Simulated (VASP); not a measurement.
Here is the system:

```
CELL_PARAMETERS angstrom
      0.00000     2.72313     2.72313
      2.72313     0.00000     2.72313
      2.72313     2.72313     0.00000
ATOMIC_POSITIONS crystal
  Si 0.00000 0.00000 0.00000
  Si 0.25000 0.25000 0.25000
```

Calculation: vdW-DF-cx, VASP's PBE PAW potentials (set 64) (plane waves; VASP 6.6.1). Numerical set-up: 520 eV cut-off, 9×9×9 Γ-centred mesh, tetrahedra with Blöchl corrections, potentials Si.

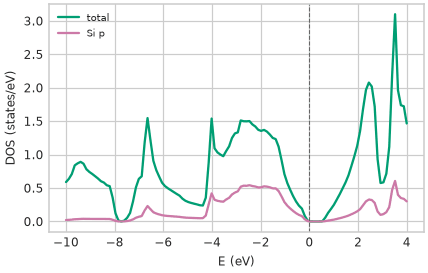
*Total and projected density of states, zero at the valence-band maximum*

Within 2 eV below the valence-band maximum the largest weight inside VASP's projection spheres is Si p.

It has a band gap.

The compound is Si in the diamond structure. It was relaxed first.
